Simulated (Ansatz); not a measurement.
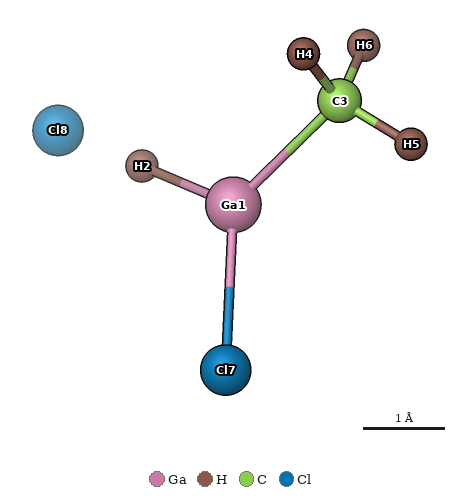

**Figure 1.** The structure as given in the input (ball-and-stick view, seen at a tilt; atoms are numbered from 1 in the order of the input). Sticks mark near contacts. Bond lengths as drawn: Cl–Ga 2.24 Å, C–Ga 1.98 Å, C–H 1.11 Å and Ga–H 1.82 Å.

**Mending a geometry relaxation on CH4Cl2Ga**

System: CH4Cl2Ga, multiplicity 2.
Method of run A: UKS PBE0-D4/def2-SVP (Ansatz 0.2.0).

The run did not end well. The input holds or restrains some coordinates. Forces given for the steps count only the free coordinates. Text and figures count atoms from 1; the logs count them from 0 in places.

**Input file, run A**
```yaml
crystal:
  periodic: [false, false, false]
  atoms:
    - { symbol: Ga, position_ang: [0.0, 0.0, 0.0] }
    - { symbol: H, position_ang: [0.0, 0.0, 1.82] }
    - { symbol: C, position_ang: [1.7147, 0.0, -0.99] }
    - { symbol: H, position_ang: [2.0443, -1.0462, -1.1602] }
    - { symbol: H, position_ang: [1.5782, 0.508, -1.9674] }
    - { symbol: H, position_ang: [2.4842, 0.5381, -0.3982] }
    - { symbol: Cl, position_ang: [-1.9398, 0.0, -1.12] }
    - { symbol: Cl, position_ang: [0.0, 0.0, 3.49] }
magnetization:
  spin_polarized: true
  initial_magnetization: 1
basis:
  gaussian: { orbitals: def2-SVP }
hamiltonian:
  xc: pbe0
  dispersion: d4
relax:
  f_tol: 0.15
  max_steps: 25
  restrain:
    - { distance: [1, 7], at: 2.57, k: 30.0 }
    - { distance: [0, 1], at: 1.57, k: 30.0 }
```

Launched with:
```bash
ansatz run input.yaml --threads 4 --pin off --max-ram 5120MiB --backend cpu --events-out ev --progress --plain --runs-dir out
```

Hardware: 4 threads of Arm Neoverse V1, 24 GiB of memory available, shared host.

**Output, shortened to warnings, some set-up lines, iterations and results (run A)**
```
Error: geometry relaxation did not converge after 25 steps: max|allowed force component| = 1.03e0 eV/Å without the restraints, 2.86e-1 eV/Å with the forces of `relax.restrain` added, the figure compared with `relax.f_tol` (threshold 1.5e-1). Raise `relax.max_steps` over both its present limit and 25, loosen `relax.f_tol`, or start from a geometry closer to equilibrium; or lower a very stiff …
[...]
mean field evaluation 1: about -78488.8502 eV, gradient 3.3e1 eV
mean field evaluation 2: about -78484.6932 eV, gradient 4.3e1 eV
mean field evaluation 4: about -78494.0819 eV, gradient 1.3e0 eV
mean field evaluation 8: about -78494.0983 eV, gradient 8.1e-2 eV
mean field evaluation 16: about -78494.0984 eV, gradient 7.7e-5 eV
[... 24 lines ...]
relax step  22: F+E_penalty+E_count = -78494.76881777 eV  Δ(F+E_penalty+E_count) = -7.219e-3 eV  max|allowed force component| = 1.011e0 eV/Å  E_restraint = 0.01629851 eV  …
relax step  23: F+E_penalty+E_count = -78494.76904016 eV  Δ(F+E_penalty+E_count) = -2.224e-4 eV  max|allowed force component| = 9.805e-1 eV/Å  E_restraint = 0.01212351 eV  …
relax step  24: F+E_penalty+E_count = -78494.76814339 eV  Δ(F+E_penalty+E_count) = +8.968e-4 eV  max|allowed force component| = 1.026e0 eV/Å  E_restraint = 0.00877757 eV  …
mean field evaluation 256: about -78494.6156 eV, gradient 1.8e-5 eV
relax step  25: F+E_penalty+E_count = -78494.78594739 eV  Δ(F+E_penalty+E_count) = -1.780e-2 eV  max|allowed force component| = 8.326e-1 eV/Å  E_restraint = 0.03309534 eV  …
  distance H 1 - Cl 7 = 2.5931 Å
  distance Ga 0 - H 1 = 1.6109 Å
[...]
```

What went wrong, and how is the input to be mended?

Answer. The run did not converge: “geometry relaxation did not converge after 25 steps: max|allowed force component| = 1.03e0 eV/Å without the restraints, 2.86e-1 eV/Å with the forces of `relax.restrain` added, the figure compared with `relax.f_tol` (threshold 1.5e-1). Raise `relax.max_steps` over both its present limit and 25, loosen `relax.f_tol`, or start from a geometry closer to equilibrium …” Its last values are not results.

A run of the same system that converges differs from this input as follows (lines with − go, lines with + come):
```diff
-    - { distance: [1, 7], at: 2.57, k: 30.0 }
-    - { distance: [0, 1], at: 1.57, k: 30.0 }
+    - { distance: [1, 7], at: 1.37, k: 30.0 }
+    - { distance: [0, 1], at: 2.77, k: 30.0 }
+output:
+  orbitals: {}
```

**Output, shortened to warnings, some set-up lines, iterations and results (run B)**
```
[...]
mean field evaluation 1: about -78488.8502 eV, gradient 3.3e1 eV
mean field evaluation 2: about -78484.6932 eV, gradient 4.3e1 eV
mean field evaluation 4: about -78494.0819 eV, gradient 1.3e0 eV
mean field evaluation 8: about -78494.0983 eV, gradient 8.1e-2 eV
mean field evaluation 16: about -78494.0984 eV, gradient 7.7e-5 eV
relax step   1: F+E_penalty+E_count = -78494.23416280 eV  Δ(F+E_penalty+E_count) = +0.000e0 eV  max|allowed force component| = 1.524e0 eV/Å  E_restraint = 14.88750000 eV  …
relax step   2: F+E_penalty+E_count = -78494.49918839 eV  Δ(F+E_penalty+E_count) = -2.650e-1 eV  max|allowed force component| = 1.825e0 eV/Å  E_restraint = 5.36581237 eV  …
relax step   3: F+E_penalty+E_count = -78494.42721929 eV  Δ(F+E_penalty+E_count) = +7.197e-2 eV  max|allowed force component| = 2.135e0 eV/Å  E_restraint = 0.94553768 eV  …
mean field evaluation 32: about -78494.3622 eV, gradient 4.2e0 eV
relax step   4: F+E_penalty+E_count = -78494.54615004 eV  Δ(F+E_penalty+E_count) = -1.189e-1 eV  max|allowed force component| = 1.421e0 eV/Å  E_restraint = 0.05205918 eV  …
relax step   5: F+E_penalty+E_count = -78494.64188161 eV  Δ(F+E_penalty+E_count) = -9.573e-2 eV  max|allowed force component| = 1.374e0 eV/Å  E_restraint = 0.00559430 eV  …
relax step   6: F+E_penalty+E_count = -78494.67889431 eV  Δ(F+E_penalty+E_count) = -3.701e-2 eV  max|allowed force component| = 1.042e0 eV/Å  E_restraint = 0.01649614 eV  …
relax step   7: F+E_penalty+E_count = -78494.69007370 eV  Δ(F+E_penalty+E_count) = -1.118e-2 eV  max|allowed force component| = 9.925e-1 eV/Å  E_restraint = 0.01890661 eV  …
mean field evaluation 64: about -78494.4892 eV, gradient 3.4e0 eV
mean field -78494.56444663 eV, -2884.6220378868 hartree, gradient 2.5e-5 eV, S^2 0.753533; 1 other end points of the search recorded, 0 dependent functions left out
the calculation of the forces begins
reference -78494.56447678 eV, -2884.6220389948 hartree; 38, 37 occupied and 64, 65 virtual orbitals, 1056 factors
Total energy: -78494.69010386 eV, -2884.6266557048 hartree
Atom 0 at     0.030012     0.017119    -0.168363 Å, force    -0.045685     0.009819     0.030685 eV/Å
Atom 1 at    -0.380524     0.035088     2.567551 Å, force     0.381027    -0.024686     0.899800 eV/Å
Atom 2 at     1.759001     0.017747    -1.158930 Å, force    -0.053391    -0.031558    -0.005543 eV/Å
Atom 3 at     2.011343    -1.032731    -1.370243 Å, force    -0.002314    -0.016501    -0.014401 eV/Å
Atom 4 at     1.622626     0.562928    -2.105178 Å, force    -0.012187    -0.004281     0.029123 eV/Å
Atom 5 at     2.555380     0.468034    -0.555938 Å, force     0.054608     0.043515     0.032700 eV/Å
Atom 6 at    -1.803835    -0.070547    -1.351691 Å, force     0.036691    -0.001065     0.020121 eV/Å
Atom 7 at     0.087595     0.002261     3.816992 Å, force    -0.358751     0.024757    -0.992485 eV/Å
Dipole moment:     0.432518     0.018211    -0.280111 e Å
```

**The two runs side by side**

| quantity | run A | run B |
| --- | --- | --- |
| outcome | not converged | converged |
| total energy (hartree) | – | −2884.626656 |
| ⟨S²⟩ | – | 0.754 |
| largest force (eV/Å) | – | 1.056 |
| basis functions | – | 102 |
| wall time (shared host) | 90 s | 20 s |
